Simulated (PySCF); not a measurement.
```yaml
atoms:
  - { symbol: Ga, position_ang: [0.0000, 0.0000, -0.0240] }
  - { symbol: H, position_ang: [0.0000, 0.0000, 1.6430] }
```

Method: PySCF 2.14.0, PBE0/jorge-DZP-DKH, spin-free X2C-1e, Gaussian nucleus, at a bond length of 1.667 Å.

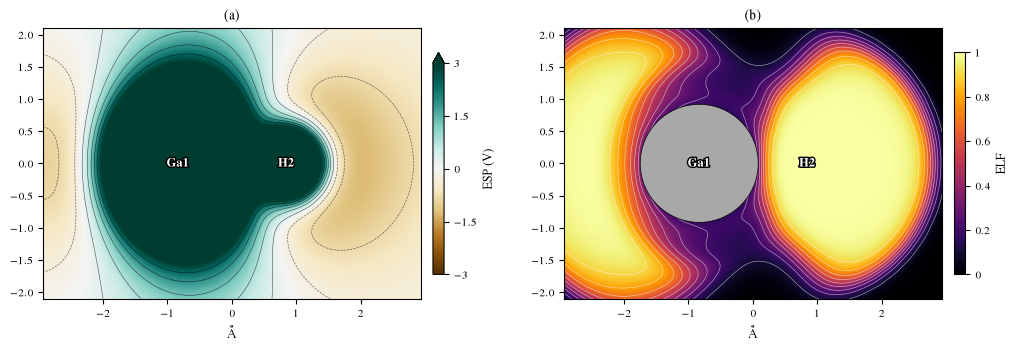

GaH. (a) electrostatic potential; (b) electron localisation function on a plane that holds the molecular axis. Grey discs cover the atomic cores in the ELF map.

### Interpret the plot.

- Atoms in the plane: Ga and H.
- Ga–H (1.67 Å): the ELF climbs to about 1 towards the hydrogen.
- Outside the dense part of the molecule the potential is most negative (−1.3 V) near H2.
